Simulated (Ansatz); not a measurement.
# Pb(111) with 4 thermally displaced layers, 2x2: scattering by thermal displacements, part 2 of 2

Aim: the resistivity of Pb at 500 K from frozen thermal displacements between perfect leads. The measured value for the pure metal at this temperature is 38.3 µΩ cm (CRC Handbook of Chemistry and Physics, 84th ed., 2003, Electrical Resistivity of Pure Metals).

Ansatz 0.2.0; Ansatz plane-wave DFT, PBE, PAW files; ballistic transport by layer matching (Landauer), zero bias; PAW set soft_1.

So far, channels at the energy nearest the Fermi level, one spin: step 2 (with 4 displaced layers) 5.02.

**3. With 8 displaced layers**

System of this step: Pb(111) with 8 thermally displaced layers, 2x2. The cell holds 56 atoms: 56 Pb. Cell: a = 7.001 Å, b = 7.001 Å, c = 40.068 Å, α = 87.5°, β = 92.5°, γ = 120.0°. It derives from Pb. Regions: lead, 24 atoms (24 Pb); scattering region, 32 atoms (32 Pb). The structure is stacked along c, and the current runs across the ab planes.

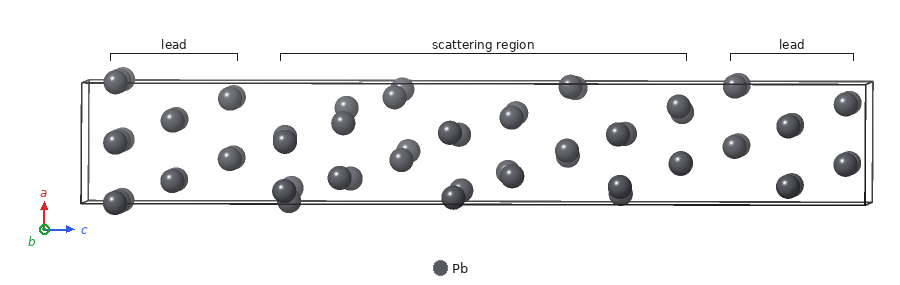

The cell of this step (lead dark grey). Some periodic images of atoms are drawn too.

input.yaml reads:

```yaml
crystal:
  lattice:
    - [7.0014885046, 0.0, 0.0]
    - [-3.5007442523, 6.0634669093, 0.0]
    - [-1.7503721261, 1.0105778182, 40.0168399779]
  atoms:
    - { symbol: Pb, position: [0.005952381, 0.994047619, 0.0357142857] }
    - { symbol: Pb, position: [0.005952381, 0.494047619, 0.0357142857] }
    - { symbol: Pb, position: [0.505952381, 0.994047619, 0.0357142857] }
    - { symbol: Pb, position: [0.505952381, 0.494047619, 0.0357142857] }
    - { symbol: Pb, position: [0.1845238095, 0.3154761905, 0.1071428571] }
    - { symbol: Pb, position: [0.1845238095, 0.8154761905, 0.1071428571] }
    - { symbol: Pb, position: [0.6845238095, 0.3154761905, 0.1071428571] }
    - { symbol: Pb, position: [0.6845238095, 0.8154761905, 0.1071428571] }
    - { symbol: Pb, position: [0.3630952381, 0.1369047619, 0.1785714286] }
    - { symbol: Pb, position: [0.3630952381, 0.6369047619, 0.1785714286] }
    - { symbol: Pb, position: [0.8630952381, 0.1369047619, 0.1785714286] }
    - { symbol: Pb, position: [0.8630952381, 0.6369047619, 0.1785714286] }
    - { symbol: Pb, position: [0.1072515437, 0.9967999731, 0.251594865] }
    - { symbol: Pb, position: [0.0112697408, 0.4577138801, 0.2529296202] }
    - { symbol: Pb, position: [0.5149437665, 0.9696507505, 0.2519183328] }
    - { symbol: Pb, position: [0.5414905785, 0.4239508361, 0.2470470506] }
    - { symbol: Pb, position: [0.193173485, 0.2440151867, 0.3291907677] }
    - { symbol: Pb, position: [0.2122413907, 0.7896430419, 0.3202746517] }
    - { symbol: Pb, position: [0.7805411704, 0.3181781189, 0.3242550048] }
    - { symbol: Pb, position: [0.6653096422, 0.7807857536, 0.3244796261] }
    - { symbol: Pb, position: [0.4166726233, 0.0816367035, 0.4009881484] }
    - { symbol: Pb, position: [0.356084163, 0.5810116782, 0.397029947] }
    - { symbol: Pb, position: [0.9296881803, 0.1600247487, 0.3936984387] }
    - { symbol: Pb, position: [0.8762875851, 0.5908820395, 0.3879877357] }
    - { symbol: Pb, position: [0.0545078997, 0.9407536769, 0.466879256] }
    - { symbol: Pb, position: [0.1005442031, 0.3991380726, 0.4718236157] }
    - { symbol: Pb, position: [0.5929136364, 0.9693104332, 0.462354341] }
    - { symbol: Pb, position: [0.5630670864, 0.4292085595, 0.4688887321] }
    - { symbol: Pb, position: [0.2504390546, 0.2278001841, 0.5297288867] }
    - { symbol: Pb, position: [0.2283435752, 0.7581165155, 0.5401310321] }
    - { symbol: Pb, position: [0.7365900965, 0.2117560659, 0.5396103704] }
    - { symbol: Pb, position: [0.7132556633, 0.7225844317, 0.5384856733] }
    - { symbol: Pb, position: [0.3823883523, 0.0772881624, 0.6045471956] }
    - { symbol: Pb, position: [0.4363466649, 0.5630963005, 0.6080448237] }
    - { symbol: Pb, position: [0.9421186253, 0.0420837844, 0.6134842077] }
    - { symbol: Pb, position: [0.9663349047, 0.5894594168, 0.6123412416] }
    - { symbol: Pb, position: [0.1456697447, 0.9117083518, 0.6789087767] }
    - { symbol: Pb, position: [0.0741426524, 0.3834997583, 0.6751373513] }
    - { symbol: Pb, position: [0.5801896206, 0.8949395896, 0.6760341893] }
    - { symbol: Pb, position: [0.5716692531, 0.3559866405, 0.679769281] }
    - { symbol: Pb, position: [0.3202791881, 0.2472927147, 0.7499379037] }
    - { symbol: Pb, position: [0.339745254, 0.7487773874, 0.7551327908] }
    - { symbol: Pb, position: [0.7496829807, 0.2442679387, 0.7515156064] }
    - { symbol: Pb, position: [0.8082268416, 0.7189820419, 0.7517081126] }
    - { symbol: Pb, position: [0.4702380952, 0.0297619048, 0.8214285714] }
    - { symbol: Pb, position: [0.4702380952, 0.5297619048, 0.8214285714] }
    - { symbol: Pb, position: [0.9702380952, 0.0297619048, 0.8214285714] }
    - { symbol: Pb, position: [0.9702380952, 0.5297619048, 0.8214285714] }
    - { symbol: Pb, position: [0.1488095238, 0.8511904762, 0.8928571429] }
    - { symbol: Pb, position: [0.1488095238, 0.3511904762, 0.8928571429] }
    - { symbol: Pb, position: [0.6488095238, 0.8511904762, 0.8928571429] }
    - { symbol: Pb, position: [0.6488095238, 0.3511904762, 0.8928571429] }
    - { symbol: Pb, position: [0.3273809524, 0.1726190476, 0.9642857143] }
    - { symbol: Pb, position: [0.3273809524, 0.6726190476, 0.9642857143] }
    - { symbol: Pb, position: [0.8273809524, 0.1726190476, 0.9642857143] }
    - { symbol: Pb, position: [0.8273809524, 0.6726190476, 0.9642857143] }
kpoints:
  mp_grid: { grid: [4, 4, 1] }
hamiltonian:
  xc: pbe
  pseudopotentials: { kind: paw, azcp: { folder: soft_1 } }
scf:
  occupations: { method: fermi_dirac, width: 0.1 }
output:
  transmission: { leads: [[0, 4]], kmesh: [8, 8], e_range: [-0.05, 0.05], de: 0.05 }
  write_potential: true
  write_density: true
  volumetric_format: npy
```

The run is started by

```console
> ansatz run input.yaml --threads 4 --pin off --max-ram 15360MiB --backend cpu --events-out ev --progress --plain --runs-dir out
```

Numbers of over 12 decimals in the logs are rounded to 6 here.

The program printed:

```text
[...]
Crystal: 56 atoms, lattice volume = 1698.847 Å³
Basis set: ecut = 420 eV, 33213 PW (Γ)
Bands: 471, of which v1, the nominal top of the filled ones, is band 392 counted from 1 (391 counted from 0)
Symmetry: 1 space group operations
[...]
k-points: 10 of 16 (time reversal used)
[...]
SCF iter   1: F=—  HF=-666891.155223 eV  |F-HF|=—  |Δ(HF+E_count)|=         —  Δρ=8.67e-3  dr2=2.97e0  ethr=3.10e-3  ⟨swp⟩=7.0  Hψ=18687  notcnv=0  defer=123
[...]
SCF iter   9: F=-666890.519085 eV  HF=-666890.519085 eV  |F-HF|=5.11e-8  |Δ(HF+E_count)|=   5.52e-8  Δρ=1.39e-6  dr2=7.92e-8  ethr=1.28e-11  ⟨swp⟩=10.7  Hψ=22350  notcnv=0
SCF 1 converged in 9 iterations: F = -666890.519085 eV  dr2 = 7.92e-8
[...]
transmission: 171 of 1700 steps passed
transmission: 348 of 1700 steps passed
[...]
transmission: 1700 of 1700 steps passed
SCF converged after 9 iterations
Free energy (F): -666890.519085 eV
[...]
Internal energy: -666889.586946 eV  (E = F + TS)
E sigma→0 (E₀):  -666890.053016 eV
Entropy (-TS):   -0.932139 eV (-16.645 meV/atom)
Fermi energy:    11.165776 eV
[...]
--- Band table (eV; the first three rows and the last of 10) ---
  k-point 0: bands = [... 388 lower, 11.5523, 11.6479, 11.7189, 11.7762, 11.8136, 11.8569, 12.0180, 12.0655, ... 75 higher]
  k-point 1: bands = [... 388 lower, 10.9952, 11.0758, 11.1052, 11.2061, 11.3914, 11.5393, 11.6615, 11.7004, ... 75 higher]
  k-point 2: bands = [... 388 lower, 10.9687, 11.0026, 11.0974, 11.1142, 11.1781, 11.2086, 11.2778, 11.2991, ... 75 higher]
  k-point 9: bands = [... 388 lower, 10.9636, 11.0218, 11.1154, 11.1642, 11.1961, 11.2855, 11.3347, 11.3511, ... 75 higher]
--- Transmission ---
  basis      : 367 plane waves across, 50 finite elements along
  points     : 34, standing for a mesh of 8 x 8
[...]
channels       : 5.171875e0 a spin
[...]
junction   : crystal 0 to crystal 0, 2.86 to 40.02 Å
    transmission   : 3.154403e0 a spin
[...]
```

Wall time 26 min (4 threads of Arm Neoverse V2, shared host); peak memory 9 GiB.

This step gave:

- free energy: -666890.5191 eV
- energy at zero smearing: -666890.0530 eV
- Fermi energy: 11.17 eV
- transmission at the energy nearest the Fermi level, one spin: 3.154
- channels at the energy nearest the Fermi level, one spin: 5.172
- step of the lead's Hamiltonian: 13.8 meV

Per spin. Transmission, zone mean against energy, zero at the Fermi level:

```tsv
energy (eV)	transmission, zone mean
-0.0500	3.00
0.0000	3.15
0.0500	3.18
```

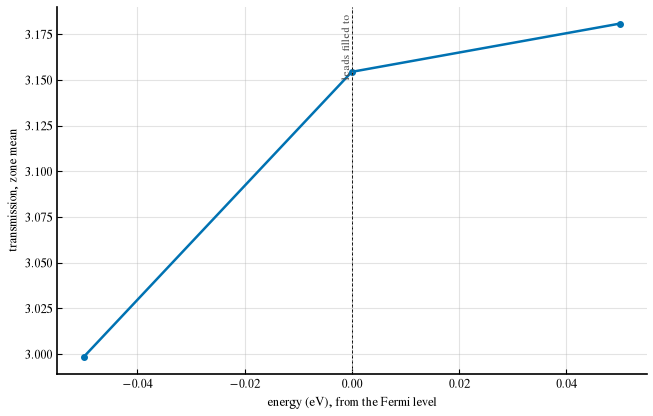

Transmission, zone mean against energy.

Over the solved energies the transmission per spin lies between 3.00 and 3.18, out of 5.12 channels of the lead on average (up to 5.36).

**4. With 12 displaced layers**

System of this step: Pb(111) with 12 thermally displaced layers, 2x2. The cell holds 72 atoms: 72 Pb. Its edges and angles: a = 7.001 Å, b = 7.001 Å, c = 51.450 Å, α = 90.0°, β = 90.0°, γ = 120.0°. It derives from Pb. Regions: lead, 24 atoms (24 Pb); scattering region, 48 atoms (48 Pb). The structure is stacked along c, and the current runs across the ab planes.

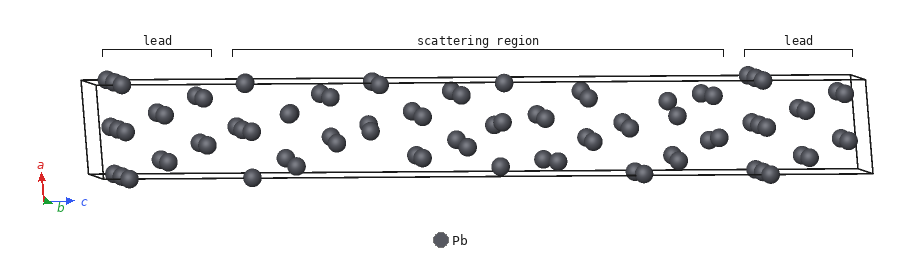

The cell of this step (lead dark grey). Some periodic images of atoms are drawn too.

input.yaml reads:

```yaml
crystal:
  lattice:
    - [7.0014885046, 0.0, 0.0]
    - [-3.5007442523, 6.0634669093, 0.0]
    - [0.0, 0.0, 51.4502228287]
  atoms:
    - { symbol: Pb, position: [0.0, 0.0, 0.0277777778] }
    - { symbol: Pb, position: [0.0, 0.5, 0.0277777778] }
    - { symbol: Pb, position: [0.5, 0.0, 0.0277777778] }
    - { symbol: Pb, position: [0.5, 0.5, 0.0277777778] }
    - { symbol: Pb, position: [0.1666666667, 0.3333333333, 0.0833333333] }
    - { symbol: Pb, position: [0.1666666667, 0.8333333333, 0.0833333333] }
    - { symbol: Pb, position: [0.6666666667, 0.3333333333, 0.0833333333] }
    - { symbol: Pb, position: [0.6666666667, 0.8333333333, 0.0833333333] }
    - { symbol: Pb, position: [0.3333333333, 0.1666666667, 0.1388888889] }
    - { symbol: Pb, position: [0.3333333333, 0.6666666667, 0.1388888889] }
    - { symbol: Pb, position: [0.8333333333, 0.1666666667, 0.1388888889] }
    - { symbol: Pb, position: [0.8333333333, 0.6666666667, 0.1388888889] }
    - { symbol: Pb, position: [0.0028616803, 0.9894292813, 0.1878439581] }
    - { symbol: Pb, position: [0.9853862406, 0.4763284807, 0.1981936407] }
    - { symbol: Pb, position: [0.4938639253, 0.0024585171, 0.1914955023] }
    - { symbol: Pb, position: [0.4868061305, 0.4996603281, 0.1892887773] }
    - { symbol: Pb, position: [0.1727739777, 0.3302092922, 0.2458844225] }
    - { symbol: Pb, position: [0.1130520927, 0.8484437504, 0.2489670999] }
    - { symbol: Pb, position: [0.6496705571, 0.3263781046, 0.2563049022] }
    - { symbol: Pb, position: [0.6666719894, 0.8358844448, 0.2448384403] }
    - { symbol: Pb, position: [0.3888616093, 0.1936885329, 0.3092588361] }
    - { symbol: Pb, position: [0.3480479465, 0.6936639936, 0.3068430945] }
    - { symbol: Pb, position: [0.846732256, 0.162184278, 0.3004397601] }
    - { symbol: Pb, position: [0.8310812613, 0.6096782141, 0.3047227467] }
    - { symbol: Pb, position: [0.9794262464, 0.9692856716, 0.3632392326] }
    - { symbol: Pb, position: [0.9884570272, 0.4871333492, 0.3629154572] }
    - { symbol: Pb, position: [0.5082984113, 0.0409082536, 0.3623309951] }
    - { symbol: Pb, position: [0.4592703161, 0.4427374865, 0.3565719615] }
    - { symbol: Pb, position: [0.1936423832, 0.3318429419, 0.4156839529] }
    - { symbol: Pb, position: [0.1896914543, 0.7955567336, 0.4146338761] }
    - { symbol: Pb, position: [0.6632471618, 0.3506021454, 0.4143635673] }
    - { symbol: Pb, position: [0.6273832757, 0.7860584556, 0.419198204] }
    - { symbol: Pb, position: [0.3468797502, 0.1526364134, 0.4727891675] }
    - { symbol: Pb, position: [0.2934149329, 0.6527708204, 0.4770050249] }
    - { symbol: Pb, position: [0.8708177327, 0.2347115176, 0.4694899134] }
    - { symbol: Pb, position: [0.8452551579, 0.6609086269, 0.4741861493] }
    - { symbol: Pb, position: [0.9915518592, 0.9834715871, 0.524766321] }
    - { symbol: Pb, position: [0.0770639311, 0.4977220324, 0.5207780437] }
    - { symbol: Pb, position: [0.4934414866, 0.0199696335, 0.5260422721] }
    - { symbol: Pb, position: [0.5494611215, 0.529522645, 0.5272490176] }
    - { symbol: Pb, position: [0.139825532, 0.303739923, 0.5809037825] }
    - { symbol: Pb, position: [0.1468283463, 0.8688052262, 0.5888545807] }
    - { symbol: Pb, position: [0.6172259007, 0.2985303933, 0.5771949122] }
    - { symbol: Pb, position: [0.5963384849, 0.7418454676, 0.579368537] }
    - { symbol: Pb, position: [0.361322328, 0.1564859155, 0.6418551104] }
    - { symbol: Pb, position: [0.3467891919, 0.7185218593, 0.6395803651] }
    - { symbol: Pb, position: [0.8611769207, 0.2418406873, 0.6377626624] }
    - { symbol: Pb, position: [0.8051579066, 0.6726133223, 0.6387540943] }
    - { symbol: Pb, position: [0.0136258901, 0.9728560275, 0.6972375789] }
    - { symbol: Pb, position: [0.0119179976, 0.4803352665, 0.6950110567] }
    - { symbol: Pb, position: [0.5133550656, 0.0690887653, 0.6920004093] }
    - { symbol: Pb, position: [0.4727482607, 0.4686089268, 0.6932430738] }
    - { symbol: Pb, position: [0.1778232587, 0.3559462674, 0.7478810297] }
    - { symbol: Pb, position: [0.1410690506, 0.7916148729, 0.7471281259] }
    - { symbol: Pb, position: [0.7522901702, 0.3640000393, 0.747287714] }
    - { symbol: Pb, position: [0.6181883207, 0.804600457, 0.7499247121] }
    - { symbol: Pb, position: [0.3232576486, 0.14474375, 0.8010899163] }
    - { symbol: Pb, position: [0.3762643118, 0.6799697116, 0.8042554476] }
    - { symbol: Pb, position: [0.8199072382, 0.1510709297, 0.7953646804] }
    - { symbol: Pb, position: [0.820518583, 0.6351369809, 0.8020752857] }
    - { symbol: Pb, position: [0.0, 0.0, 0.8611111111] }
    - { symbol: Pb, position: [0.0, 0.5, 0.8611111111] }
    - { symbol: Pb, position: [0.5, 0.0, 0.8611111111] }
    - { symbol: Pb, position: [0.5, 0.5, 0.8611111111] }
    - { symbol: Pb, position: [0.1666666667, 0.3333333333, 0.9166666667] }
    - { symbol: Pb, position: [0.1666666667, 0.8333333333, 0.9166666667] }
    - { symbol: Pb, position: [0.6666666667, 0.3333333333, 0.9166666667] }
    - { symbol: Pb, position: [0.6666666667, 0.8333333333, 0.9166666667] }
    - { symbol: Pb, position: [0.3333333333, 0.1666666667, 0.9722222222] }
    - { symbol: Pb, position: [0.3333333333, 0.6666666667, 0.9722222222] }
    - { symbol: Pb, position: [0.8333333333, 0.1666666667, 0.9722222222] }
    - { symbol: Pb, position: [0.8333333333, 0.6666666667, 0.9722222222] }
kpoints:
  mp_grid: { grid: [4, 4, 1] }
hamiltonian:
  xc: pbe
  pseudopotentials: { kind: paw, azcp: { folder: soft_1 } }
scf:
  occupations: { method: fermi_dirac, width: 0.1 }
output:
  transmission: { leads: [[0, 4]], kmesh: [8, 8], e_range: [-0.05, 0.05], de: 0.05 }
  write_potential: true
  write_density: true
  volumetric_format: npy
```

The program printed:

```text
[...]
Crystal: 72 atoms, lattice volume = 2184.231 Å³
Basis set: ecut = 420 eV, 42621 PW (Γ)
Bands: 605, of which v1, the nominal top of the filled ones, is band 504 counted from 1 (503 counted from 0)
Symmetry: 1 space group operations
[...]
k-points: 10 of 16 (time reversal used)
[...]
SCF iter   1: F=—  HF=-857429.566629 eV  |F-HF|=—  |Δ(HF+E_count)|=         —  Δρ=8.92e-3  dr2=7.22e0  ethr=3.10e-3  ⟨swp⟩=7.0  Hψ=24126  notcnv=0  defer=168
[...]
SCF iter  10: F=-857428.715846 eV  HF=-857428.715846 eV  |F-HF|=3.34e-8  |Δ(HF+E_count)|=   5.59e-9  Δρ=4.57e-7  dr2=3.79e-8  ethr=9.92e-12  ⟨swp⟩=12.6  Hψ=29525  notcnv=0
SCF 1 converged in 10 iterations: F = -857428.715846 eV  dr2 = 3.79e-8
[...]
transmission: 222 of 2176 steps passed
transmission: 441 of 2176 steps passed
[...]
transmission: 2176 of 2176 steps passed
SCF converged after 10 iterations
Free energy (F): -857428.715846 eV
[...]
Internal energy: -857427.587448 eV  (E = F + TS)
E sigma→0 (E₀):  -857428.151647 eV
Entropy (-TS):   -1.128398 eV (-15.672 meV/atom)
Fermi energy:    11.185429 eV
[...]
--- Band table (eV; the first three rows and the last of 10) ---
  k-point 0: bands = [... 500 lower, 11.5687, 11.5973, 11.6450, 11.6866, 11.8024, 11.8251, 11.8645, 11.9570, ... 97 higher]
  k-point 1: bands = [... 500 lower, 11.0316, 11.1531, 11.2445, 11.3212, 11.3616, 11.4119, 11.4583, 11.5635, ... 97 higher]
  k-point 2: bands = [... 500 lower, 11.0533, 11.0889, 11.1569, 11.1656, 11.1821, 11.1994, 11.2466, 11.2820, ... 97 higher]
  k-point 9: bands = [... 500 lower, 11.0398, 11.0919, 11.1238, 11.1673, 11.1879, 11.2295, 11.2656, 11.2986, ... 97 higher]
--- Transmission ---
  basis      : 367 plane waves across, 64 finite elements along
  points     : 34, standing for a mesh of 8 x 8
[...]
channels       : 5.171875e0 a spin
[...]
junction   : crystal 0 to crystal 0, -0.00 to 48.59 Å
    transmission   : 2.536602e0 a spin
[...]
```

The job ended after 42 min (4 threads; peak memory 10 GiB; 2.4 h of CPU time).

Numbers from this step:

```yaml
free_energy: -857428.7158 eV
energy_at_zero_smearing: -857428.1516 eV
fermi_energy: 11.19 eV
transmission_at_the_energy_nearest_the_fermi_level_one_spin: 2.537
step_of_the_lead_s_hamiltonian: 11.6 meV
```

Per spin. The transmission, zone mean by energy, zero at the Fermi level:

```tsv
energy (eV)	transmission, zone mean
-0.0500	2.52
0.0000	2.54
0.0500	2.54
```

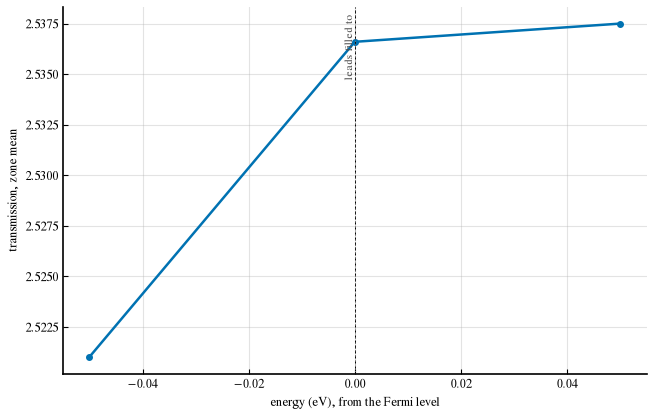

Transmission, zone mean, plotted against energy.

Over the solved energies the transmission per spin lies between 2.52 and 2.54, out of 5.23 channels of the lead on average (up to 5.36).

**5. Resistance against length**

This step: Ansatz plane-wave DFT, PBE, PAW files; ballistic transport by layer matching (Landauer), zero bias; resistivity from the slope of the area resistance; PAW set soft_1 (Ansatz 0.2.0).

Numbers from this step:

```yaml
resistivity: 30.52 µΩ cm
intercept: 0.04489 fΩ m²
scatter_about_the_fit: 0.03660 fΩ m²
```

Resistance, by row:

```tsv
run	length (Å)	T	channels N	RA (fΩ m²)
n4	11.43	3.629	5.026	0.4197
n8	22.87	3.111	5.12	0.6909
n12	34.3	2.532	5.234	1.117
```

The area resistance by length of the displaced region:

```tsv
length of the displaced region (Å)	area resistance (fΩ m²)
11.43	0.420
22.87	0.691
34.30	1.12
```

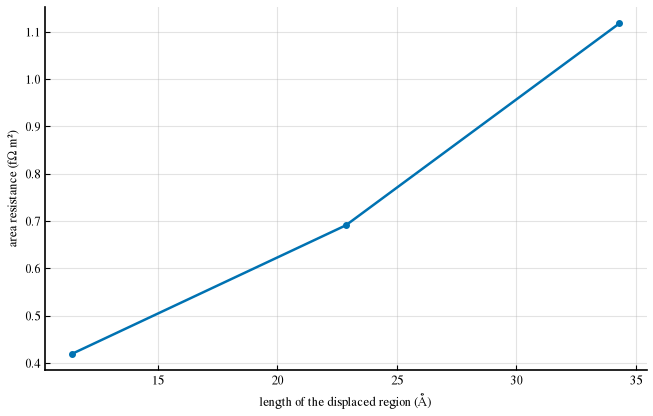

Area resistance, plotted against length of the displaced region.

The area resistance goes from 0.42 to 1.1 fΩ m² between 11 and 34.3 Å, a slope of 31 µΩ cm.

By hand from the end points: (1.117 − 0.4197) fΩ m² / (34.30 − 11.4) Å = 31 µΩ cm, since 1 fΩ m² per Å is 1000 µΩ cm.

**6. Summary of results**

```yaml
resistivity_from_the_slope: 30.5 µΩ cm
area_resistance_over_11p4_a: 0.420 fΩ m²
area_resistance_over_22p9_a: 0.691 fΩ m²
area_resistance_over_34p3_a: 1.12 fΩ m²
```

**Reading.** The slope gives 31 µΩ cm. The points scatter by 0.037 fΩ m² about the line, with one random draw a length in a 2x2 cell, so the slope is a rough value. The mean square of the displacements drawn is 0.78, 0.99 and 1.2 of the nominal one at the three lengths; with each resistance scaled back by that, the slope is 18 µΩ cm, the value used below. The lead's own channel count moves between the runs (5.03, 5.12 and 5.23), which shifts RA and the slope too. Read with a model of isotropic scattering on a spherical Fermi surface and the lead's 0.92×10¹⁵ S/m², this slope means a mean free path near 48 Å; over these lengths the model's slope is 1.06 times its bulk resistivity, which would be 17 µΩ cm. Uncorrelated displacements put too much weight on short waves, which scatter strongly; with the sideways repeat of a small cell, one draw and three short lengths, the method is good to a factor of two or three. The measured value is 38.3 µΩ cm (CRC Handbook of Chemistry and Physics, 84th ed., 2003, Electrical Resistivity of Pure Metals); the scaled slope is 0.47 times that and the corrected value 0.44: low. Spin-orbit coupling is left out, which matters for Pb.

[Logs are printed without paths, hosts, clocks, repeated set-up lines and the standing remarks that a program may print on its own settings, such as how far it seeks lower states.]

[Hosts, paths, dates, database ids (printed as entryN), source tags and the programs' standing remarks are cut or masked in the printed files.]
